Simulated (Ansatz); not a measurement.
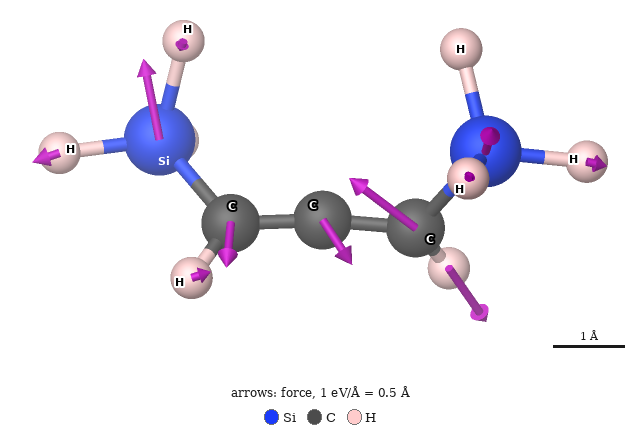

Starting geometry of C₃H₈Si₂ (coarse preliminary run) with the computed forces as purple arrows. The picture is a ball-and-stick view, seen at a tilt.

The start comes from a force field.

Computed with RKS PBE-D4/def2-SVP (Ansatz 0.2.0).

Input file:
```yaml
crystal:
  periodic: [false, false, false]
  atoms:
    - {symbol: Si, position_ang: [-1.270700, -1.396200, 1.677900]}
    - {symbol: C, position_ang: [0.334600, -0.740100, 1.256300]}
    - {symbol: C, position_ang: [0.604700, -0.342900, 0.042500]}
    - {symbol: C, position_ang: [1.039000, 0.044300, -1.145400]}
    - {symbol: Si, position_ang: [0.602200, 1.700700, -1.755900]}
    - {symbol: H, position_ang: [-1.375800, -1.689200, 3.105600]}
    - {symbol: H, position_ang: [-2.321000, -0.310500, 1.407800]}
    - {symbol: H, position_ang: [-1.607600, -2.549400, 0.870900]}
    - {symbol: H, position_ang: [1.077600, -0.699500, 2.093000]}
    - {symbol: H, position_ang: [1.475300, -0.637700, -1.796700]}
    - {symbol: H, position_ang: [-0.870500, 1.974600, -1.685800]}
    - {symbol: H, position_ang: [1.315700, 2.737400, -0.898600]}
    - {symbol: H, position_ang: [1.017000, 1.873600, -3.156800]}
basis:
  gaussian: {orbitals: def2-SVP}
hamiltonian: {xc: pbe, dispersion: d4}
relax: {f_tol: 0.03, max_steps: 200}
```

Run as
```bash
ansatz run in.yaml --threads 4 --pin off --events-out ev --progress --plain --max-ram 10444MiB
```

What follows when this structure is relaxed?

Answer. It isn't relaxed: the largest force vector, on H10, is 2.66 eV/Å. The final displacements have little in common with the starting forces (cosine between the two patterns −0.02). The atom that moves furthest after the best rigid fit is H12 (1.38 Å). Largest moves by element: H 1.38 Å, C 0.39 Å, Si 0.19 Å. Some distances before and after: Si1–C2 1.785 → 1.880 Å, C4–H10 1.039 → 1.107 Å, C4–Si5 1.819 → 1.880 Å, Si1–H8 1.447 → 1.502 Å. Among the angles between lasting bonds that change: C2–C3–C4 172.8° → 177.3°, C3–C2–H9 123.1° → 118.9°, C4–Si5–H11 112.7° → 109.1°. Groups turn about Si1–C2 by about 60°, C4–Si5 by about 60°. The energy falls by 11.7 kcal/mol in 19 accepted moves (21 points after the start). Largest force component: 2.2 eV/Å at the start, 0.027 eV/Å at the end. The line search rejected the trial steps at points 7, 16 of the run.
